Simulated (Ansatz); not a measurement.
# Ni3Sn2O2: relaxing a made-up structure, part 2 of 2

Starting from a made-up structure for Ni3Sn2O2, the aim is the relaxed cell, its shortest contacts and, where a second run follows, its electronic structure.

Ansatz 0.2.0; DFT, PBEsol, plane-wave PAW, files of the set soft_1, scalar-relativistic, ferromagnetic start, cell and ions relaxed at zero pressure; PAW set soft_1 (the session's first sound run).

So far: Set-up; Relaxing cell and atoms. The relaxed cell has a = 5.331, c = 12.160 Å (conventional setting).

## Step 3: Electronic structure of the relaxed cell

A second self-consistent run takes a narrower smearing and the mesh shown in its input; the bands follow along the standard path of the relaxed lattice.

This step: DFT, PBEsol, plane-wave PAW, files of the set soft_1, scalar-relativistic, no spin, bands and density of states at the relaxed cell; PAW set soft_1 (Ansatz 0.2.0).

input.yaml reads:

```yaml
crystal:
  lattice:
    - [2.6655045036, 1.5389297427, 4.0532611148]
    - [-2.6655045036, 1.5389297427, 4.0532611148]
    - [0.0, -3.0778594853, 4.0532611148]
  atoms:
    - { symbol: Sn, position: [0.0, 0.0, 0.0] }
    - { symbol: Sn, position: [0.5, 0.5, 0.5] }
    - { symbol: Ni, position: [0.5, 0.5, 0.0] }
    - { symbol: Ni, position: [0.5, 0.0, 0.5] }
    - { symbol: Ni, position: [0.0, 0.5, 0.5] }
    - { symbol: O, position: [0.7569111902, 0.7569111902, 0.7569111902] }
    - { symbol: O, position: [0.2430888098, 0.2430888098, 0.2430888098] }
kpoints:
  mp_grid: { grid: [8, 8, 8] }
  band_path:
    path:
      - [[0.0, 0.0, 0.0], [0.5, 0.0, 0.0], [0.5, 0.26276971, -0.26276971]]
      - [[0.73723029, 0.5, 0.26276971], [0.5, 0.5, 0.5], [0.0, 0.0, 0.0], [0.38138486, 0.0, -0.38138486]]
      - [[0.61861514, 0.38138486, 0.0], [0.5, 0.5, 0.0], [0.61861514, 0.61861514, 0.26276971], [0.5, 0.5, 0.5]]
      - [[0.5, 0.0, 0.0], [0.73723029, 0.38138486, 0.38138486]]
    npoints: 8
scf:
  occupations: { method: fermi_dirac, width: 0.03 }
  n_extra_bands: 11
hamiltonian:
  xc: pbesol
  pseudopotentials: { kind: paw, azcp: { folder: soft_1 }, xc_functional: pbe }
output:
  forces: true
  stress: true
  write_bands: true
  dos: { projected: true }
  write_density: true
  write_potential: true
  elf: true
  volumetric_format: npy
```

The run is started by

```sh
ansatz run input.yaml --threads 4 --pin off --max-ram 10240MiB --backend cpu --events-out ev --progress --plain --runs-dir out
```

Numbers of over 12 decimals in the logs are rounded to 6 here.

The program printed:

```text
[...]
Crystal: 7 atoms, lattice volume = 99.759 Å³
Basis set: ecut = 420 eV, 1963 PW (Γ), exchange–correlation on 72×72×72 points (8 copies of the dense FFT grid, shifted against one another)
Bands: 58, of which v1, the nominal top of the filled ones, is band 47 counted from 1 (46 counted from 0)
Symmetry: 12 space group operations
[...]
k-points: 65 of 512
[...]
SCF iter   1: F=—  HF=-30446.546460 eV  |F-HF|=—  |Δ(HF+E_count)|=         —  Δρ=2.87e-1  dr2=7.91e1  ethr=3.10e-3  ⟨swp⟩=6.2  Hψ=14441  notcnv=0  defer=8
[...]
SCF iter  11: F=-30434.768557 eV  HF=-30434.768557 eV  |F-HF|=8.36e-9  |Δ(HF+E_count)|=   2.31e-7  Δρ=9.57e-6  dr2=8.29e-8  ethr=1.06e-10  ⟨swp⟩=14.9  Hψ=31740  notcnv=0
SCF 1 converged in 11 iterations: F = -30434.768557 eV  dr2 = 8.29e-8
[...]
NSCF: frozen V_eff on 76 k-points
SCF converged after 11 iterations
Free energy (F): -30434.768557 eV
[...]
Internal energy: -30434.760351 eV  (E = F + TS)
E sigma→0 (E₀):  -30434.764454 eV
Entropy (-TS):   -0.008207 eV (-1.172 meV/atom)
Fermi energy:    12.817441 eV
[...]
--- Forces (eV/Å), atoms counted from 1 ---
  atom   1  Sn    -0.00000000     0.00000000     0.00000000
  atom   2  Sn    -0.00000000     0.00000000    -0.00000000
  atom   3  Ni     0.00000000     0.00000000     0.00000000
  atom   4  Ni    -0.00000000    -0.00000000    -0.00000000
  atom   5  Ni     0.00000000     0.00000000     0.00000000
  atom   6  O      0.00000000    -0.00000000    -0.00005758
  atom   7  O      0.00000000     0.00000000     0.00005758
  max |Σ_I F_I| component: 8.33e-30 eV/Å
--- Stress (GPa, compression-positive) ---
        0.017444       0.000000       0.000000
        0.000000       0.017444      -0.000000
        0.000000      -0.000000      -0.048186
  P = ⅓ Tr σ = -0.0044 GPa (-0.044 kbar)
--- Band table (eV; the first three rows and the last of 65) ---
  k-point 0: bands = [... 43 lower, 11.2062, 11.2788, 11.9643, 12.5679, 12.7761, 12.7761, 13.2886, 15.2139, ... 7 higher]
  k-point 1: bands = [... 43 lower, 11.3046, 11.3626, 12.0293, 12.6887, 12.8293, 13.1047, 13.4489, 15.0125, ... 7 higher]
  k-point 2: bands = [... 43 lower, 11.4032, 11.6564, 12.1964, 12.7310, 13.0398, 13.3075, 14.3909, 14.7314, ... 7 higher]
  k-point 64: bands = [... 43 lower, 11.9637, 12.1179, 12.1179, 12.6157, 12.6157, 13.4644, 14.1301, 15.4252, ... 7 higher]
```

Elapsed: 13 s, on 4 threads of Arm Neoverse V1, shared host; peak memory 0.67 GiB; 52 s of CPU time.

Numbers from this step:

```
free energy             : -30434.7686 eV
energy at zero smearing : -30434.7645 eV
smearing term TS        : 0.008207 eV
Fermi energy            : 12.82 eV
pressure                : -0.004433 GPa
```

bands.tsv at the labelled points (eV, zero at the Fermi level; the bands that come nearest the Fermi level along the path):

```
point  band 44  band 45  band 46  band 47  band 48  band 49  band 50  band 51
    Γ    -1.61    -1.54    -0.85    -0.25    -0.04    -0.04     0.47     2.40
    L    -1.07    -0.99    -0.46     0.17     0.28     0.89     1.48     2.14
   B1    -1.31    -1.25    -0.69    -0.23     0.67     1.57     1.91     2.15
    B    -1.31    -1.25    -0.69    -0.23     0.67     1.57     1.91     2.15
    Z    -0.85    -0.70    -0.70    -0.20    -0.20     0.65     1.31     2.61
    Γ    -1.61    -1.54    -0.85    -0.25    -0.04    -0.04     0.47     2.40
    X    -1.20    -1.03    -0.56    -0.05     0.10     1.55     1.71     2.74
    Q    -1.20    -1.03    -0.56    -0.05     0.10     1.55     1.71     2.74
    F    -1.35    -1.08    -0.65    -0.17     0.12     1.77     1.89     3.58
   P1    -1.29    -1.25    -0.59    -0.26     0.67     1.46     1.66     2.58
    Z    -0.85    -0.70    -0.70    -0.20    -0.20     0.65     1.31     2.61
    L    -1.07    -0.99    -0.46     0.17     0.28     0.89     1.48     2.14
    P    -1.29    -1.25    -0.59    -0.26     0.67     1.46     1.66     2.58
```

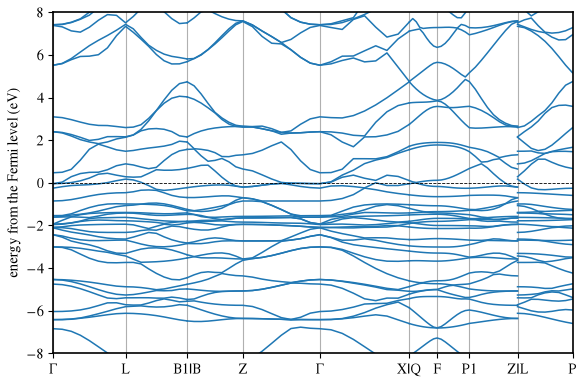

Bands along the path. 25 bands lie wholly below the window drawn.

States per cell as run, both spins, in windows of 1 eV, from dos.tsv (zero at the Fermi level):

| from | to | total |
| --- | --- | --- |
| -8 | -7 | 0.94 |
| -7 | -6 | 3.42 |
| -6 | -5 | 5.22 |
| -5 | -4 | 4.39 |
| -4 | -3 | 4.69 |
| -3 | -2 | 7.12 |
| -2 | -1 | 13.03 |
| -1 | 0 | 4.20 |
| 0 | 1 | 2.97 |
| 1 | 2 | 3.36 |
| 2 | 3 | 2.64 |
| 3 | 4 | 2.49 |
| 4 | 5 | 0.78 |
| 5 | 6 | 1.50 |

A further 51.0 states lie below the table's range.

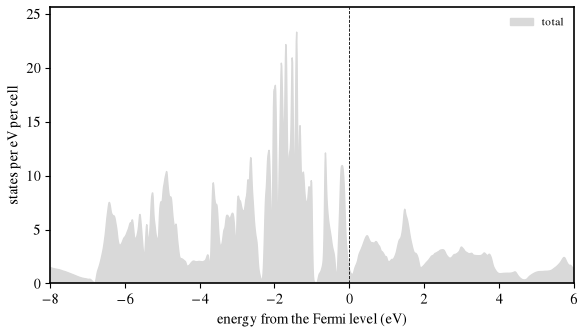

Total density of states, smoothed over about 0.04 eV.

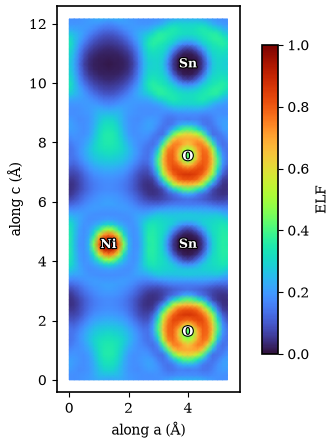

ELF in the ac plane of the conventional cell at fractional y = 0.000, with atoms of Sn and Ni and O within 0.2 Å of it. It is the smooth field of the valence electrons, not physical close to the nuclei. The map starts off the cell's origin, so that atoms lie inside it.

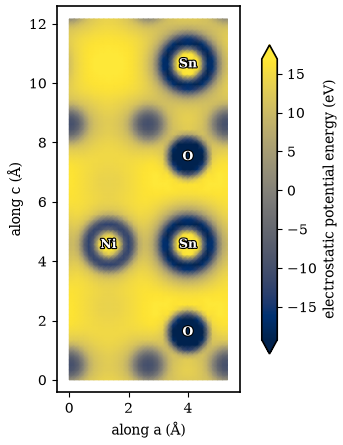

Electrostatic potential energy in the ac plane of the conventional cell at fractional y = 0.000, with atoms of Sn and Ni and O within 0.2 Å of it. With pseudopotentials it is smooth inside the atoms' cores, unlike the true potential. The map starts off the cell's origin, so that atoms lie inside it.

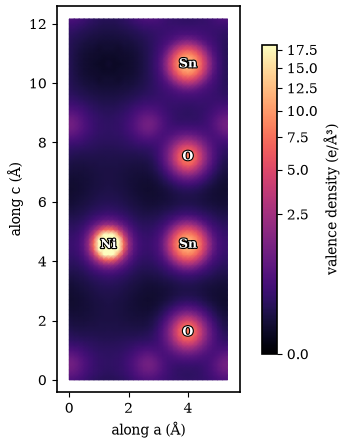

Valence density in the ac plane of the conventional cell at fractional y = 0.000, with atoms of Sn and Ni and O within 0.2 Å of it. It is the smooth field of the valence electrons, not physical close to the nuclei. The map starts off the cell's origin, so that atoms lie inside it. The colour scale is stretched toward low values.

## Step 4: Outcome

```yaml
space_group_relaxed: R-3m
conventional_cell: a = 5.331, b = 5.331, c = 12.160 Å; α = 90.0°, β = 90.0°, γ = 120.0°
volume_per_atom: 14.25 Å³ (guess 11.91)
total_moment: 0.00 μB in the cell of 7 atoms
```

In words: Ni3Sn2O2 relaxes to R-3m with a = 5.331, b = 5.331 and c = 12.160 Å. The guessed volume was 16 % too small. The space group R-3m was held in the relaxation, so the end point is a stationary structure within it and may be a saddle against distortions or other arrangements. The moments died out from this one start and weren't seeded again at the relaxed cell. Bands cross the Fermi level, so it is a metal or semimetal at this level. Semilocal functionals can close a small real gap, so this isn't settled for compounds with anions. On the 8×8×8 mesh with the narrower smearing (relaxed on 7×7×7) the forces vanish, as symmetry may demand, and the largest stress component is 0.048 GPa, within the relaxation's thresholds of 0.015 eV/Å and 0.05 GPa. The cutoff wasn't tested. No dispersion term is used, so weakly bound directions may come out too long. Nothing here tests whether the compound is stable against decomposition.

[Logs are printed without paths, hosts, clocks, repeated set-up lines and the standing remarks that a program may print on its own settings, such as how far it seeks lower states.]

[Hosts, paths, dates, database ids (printed as entryN), source tags and the programs' standing remarks are cut or masked in the printed files.]
